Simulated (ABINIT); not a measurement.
# Al3GaN4 (P-43m): RPA correlation energy against the basis, part 2 of 2

Aim: the RPA correlation energy of Al3GaN4 (P-43m) as bands and response cutoff rise.

ABINIT 10.8.3; PBEsol and many-body steps on it, plane waves.

So far. Step 2 (Empty states on the mesh, 2×2×2 mesh, 301 bands): On this mesh the gap is 3.333 eV. Step 3 (RPA energy: 2×2×2 mesh, 62 bands, screening to 43.5 eV): Local fields lower ε∞ by 4 %. On a Γ-centred mesh this coarse the value itself is usually too large, while a short band sum pulls it down.

## 5. RPA energy: 2×2×2 mesh, 186 bands, screening to 108.8 eV

Level of this step: RPA screening on PBEsol, plane waves, norm-conserving pseudopotentials (ABINIT).

run.abi reads:

```
acell 3*1.0 Angstrom
rprim 
  4.401438530000 0.000000000000 0.000000000000
  0.000000000000 4.401438530000 0.000000000000
  0.000000000000 0.000000000000 4.401438530000
ntypat 3
znucl 13 31 7
natom 8
typat 1 1 1 2 3 3 3 3
xred 
  0.500000000000 0.500000000000 0.000000000000
  0.500000000000 0.000000000000 0.500000000000
  0.000000000000 0.500000000000 0.500000000000
  0.000000000000 0.000000000000 0.000000000000
  0.744163430000 0.744163430000 0.255836570000
  0.744163430000 0.255836570000 0.744163430000
  0.255836570000 0.744163430000 0.744163430000
  0.255836570000 0.255836570000 0.255836570000
pp_dirpath "pseudos"
pseudos "Al.upf, Ga.upf, N.upf"
ecut 36
ngkpt 2 2 2
nshiftk 1
shiftk 0 0 0
kptopt 1
chksymbreak 0
istwfk *1
occopt 1
irdwfk 1
optdriver 3
nband 186
ecuteps 4
inclvkb 2
awtr 1
symchi 1
gwcalctyp 1
nfreqre 0
nfreqim 8
gwrpacorr 1
indata_prefix "in"
outdata_prefix "out"
tmpdata_prefix "tmp"
```

The run is started by

```bash
$ OMP_NUM_THREADS=1 mpirun -n 4 abinit run.abi > log
```

Numbers of over 12 decimals in the logs are rounded to 6 here.

The program printed:

```text
.Version 10.8.3 of ABINIT. v10.8.2 released Aug 2026.

 Symmetries : space group P-4 3 m (#215); Bravais cP (primitive cubic)
[... echo of the input left out ...]
== DATASET  1 ==================================================================
-   mpi_nproc: 4, omp_nthreads: 1 (-1 if OMP is not activated)

--- !DatasetInfo
iteration_state: {dtset: 1, }
dimensions: {natom: 8, nkpt: 4, mband: 186, nsppol: 1, nspinor: 1, nspden: 1, mpw: 6031, }
cutoff_energies: {ecut:  36.0, pawecutdg:  -1.0, }
[...]
[... chi0 elements left out ...]
  [... further frequencies ...]

 For q-point:  0.000010 0.000020 0.000030
  dielectric constant =   5.7516
  dielectric constant without local fields =   6.2380

  Average fulfillment of the sum rule on Im[epsilon] for q-point    1 :     70.55  [%]
[... wings left out ...]
  q-point number  2        q = ( 0.500000, 0.000000, 0.000000) [r.l.u.]
--------------------------------------------------------------------------------
[... chi0 elements left out ...]
  [... further frequencies ...]

  Average fulfillment of the sum rule on Im[epsilon] for q-point    2 :     75.84  [%]

 [... 2 further q-points ...]
```

Elapsed: 1.9 min, on 4 MPI ranks of AMD EPYC 7571, shared host; peak memory 1 GiB.

Numbers from this step:

```
ε∞ with local fields, on this mesh, along the program's q direction : 5.752
the same without local fields                                       : 6.238
plasma frequency                                                    : 26.06 eV
plane waves in the screening matrix                                 : 251
RPA correlation energy                                              : -40.73 eV
```

## 6. RPA energy: 2×2×2 mesh, 275 bands, screening to 144.2 eV

Edit run.abi of step 5 so:

```diff
@@ -30,4 +30,4 @@
 optdriver 3
-nband 186
-ecuteps 4
+nband 275
+ecuteps 5.3
 inclvkb 2
```

The program printed:

```text
.Version 10.8.3 of ABINIT. v10.8.2 released Aug 2026.

 Symmetries : space group P-4 3 m (#215); Bravais cP (primitive cubic)
[... echo of the input left out ...]
== DATASET  1 ==================================================================
-   mpi_nproc: 4, omp_nthreads: 1 (-1 if OMP is not activated)

--- !DatasetInfo
iteration_state: {dtset: 1, }
dimensions: {natom: 8, nkpt: 4, mband: 275, nsppol: 1, nspinor: 1, nspden: 1, mpw: 6031, }
cutoff_energies: {ecut:  36.0, pawecutdg:  -1.0, }
[...]
[... chi0 elements left out ...]
  [... further frequencies ...]

 For q-point:  0.000010 0.000020 0.000030
  dielectric constant =   5.7526
  dielectric constant without local fields =   6.2438

  Average fulfillment of the sum rule on Im[epsilon] for q-point    1 :     81.87  [%]
[... wings left out ...]
  q-point number  2        q = ( 0.500000, 0.000000, 0.000000) [r.l.u.]
--------------------------------------------------------------------------------
[... chi0 elements left out ...]
  [... further frequencies ...]

  Average fulfillment of the sum rule on Im[epsilon] for q-point    2 :     86.39  [%]

 [... 2 further q-points ...]
```

It took 3.4 min on 4 MPI ranks; peak memory 1.3 GiB.

This step gave:

| Item | Value |
| --- | --- |
| ε∞ with local fields, on this mesh, along the program's q direction | 5.753 |
| the same without local fields | 6.244 |
| plasma frequency | 26.06 eV |
| plane waves in the screening matrix | 341 |
| RPA correlation energy | -46.89 eV |

## 7. RPA energy: 2×2×2 mesh, 110 bands, screening to 136.1 eV, 2 frequencies

Edit run.abi of step 6 so:

```diff
@@ -30,4 +30,4 @@
 optdriver 3
-nband 275
-ecuteps 5.3
+nband 110
+ecuteps 5
 inclvkb 2
@@ -37,3 +37,3 @@
 nfreqre 0
-nfreqim 8
+nfreqim 2
 gwrpacorr 1
```

The program printed:

```text
.Version 10.8.3 of ABINIT. v10.8.2 released Aug 2026.

 Symmetries : space group P-4 3 m (#215); Bravais cP (primitive cubic)
[... echo of the input left out ...]
== DATASET  1 ==================================================================
-   mpi_nproc: 4, omp_nthreads: 1 (-1 if OMP is not activated)

--- !DatasetInfo
iteration_state: {dtset: 1, }
dimensions: {natom: 8, nkpt: 4, mband: 110, nsppol: 1, nspinor: 1, nspden: 1, mpw: 6031, }
cutoff_energies: {ecut:  36.0, pawecutdg:  -1.0, }
[...]
[... chi0 elements left out ...]
  [... further frequencies ...]

 For q-point:  0.000010 0.000020 0.000030
  dielectric constant =   5.7320
  dielectric constant without local fields =   6.2215

  Average fulfillment of the sum rule on Im[epsilon] for q-point    1 :     53.64  [%]
[... wings left out ...]
  q-point number  2        q = ( 0.500000, 0.000000, 0.000000) [r.l.u.]
--------------------------------------------------------------------------------
[... chi0 elements left out ...]
  [... further frequencies ...]

  Average fulfillment of the sum rule on Im[epsilon] for q-point    2 :     60.58  [%]

 [... 2 further q-points ...]
```

Wall time 43 s (4 MPI ranks); peak memory 0.92 GiB.

This step gave:

```yaml
eps_infinity_with_local_fields_on_this_mesh_along_the_program_s_q_direction: 5.732
the_same_without_local_fields: 6.221
plasma_frequency: 26.06 eV
plane_waves_in_the_screening_matrix: 305
rpa_correlation_energy: -34.89 eV
```

## 8. The rungs together

Times are wall times on 4 MPI ranks of AMD EPYC 7571, shared host, good to a factor of about two.

```csv
bands,cutoff (eV),plane waves,frequencies,E_c (eV/atom),time
62,43.5,57,8,-2.269,20 s
110,70.7,123,8,-3.754,43 s
186,108.8,251,8,-5.091,1.9 min
275,144.2,341,8,-5.861,3.4 min
110,136.1,305,2,-4.362,43 s
```

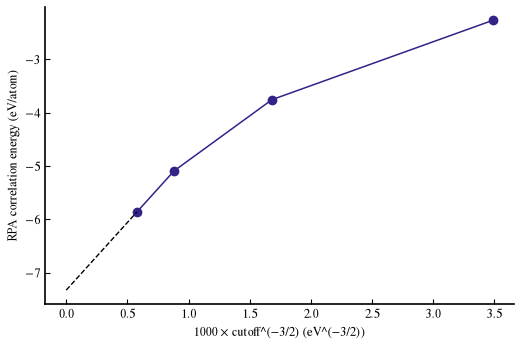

Correlation energy against the cutoff to the power −3/2; dashed, the line to the limit.

## 9. Results

| Property | Result |
| --- | --- |
| 2×2×2 mesh, 62 bands, screening to 43.5 eV | -2.269 eV/atom |
| 2×2×2 mesh, 110 bands, screening to 70.7 eV | -3.754 eV/atom |
| 2×2×2 mesh, 186 bands, screening to 108.8 eV | -5.091 eV/atom |
| 2×2×2 mesh, 275 bands, screening to 144.2 eV | -5.861 eV/atom |
| limit by the two highest rungs | -7.33 eV/atom |

What this shows: Rows off the diagonal of bands and cutoff are checks and stay out of the ladder. The energy is still falling: −0.770 eV/atom over the last rung. A line in cutoff^(−3/2) puts the limit near -7.33 eV/atom, 25 % beyond the top rung; the pair below gives -6.56, so the estimate is rough. The value holds the valence electrons of these pseudopotentials alone, on one mesh; differences between structures converge far faster than the total.

[Paths, hosts, dates, memory and timing lines, banners, echoed tables and standing remarks are left out of the program output.]

[Logs are printed without paths, hosts, clocks, repeated set-up lines and the standing remarks that a program may print on its own settings, such as how far it seeks lower states.]

[Runs of the session that timed out or met a known fault of the program may be left out.]

[Hosts, paths, dates, database ids (printed as entryN), source tags and the programs' standing remarks are cut or masked in the printed files.]

[G0W0 gaps are taken among the corrected bands and points alone; a level outside them can change the order at an edge.]

[Where Ansatz stands beside ABINIT at settings called matched, ABINIT's density can come from a denser mesh and the files from another edition; pairs whose starting gaps differed by over 0.03 eV were left out, so agreement reads better than it is.]
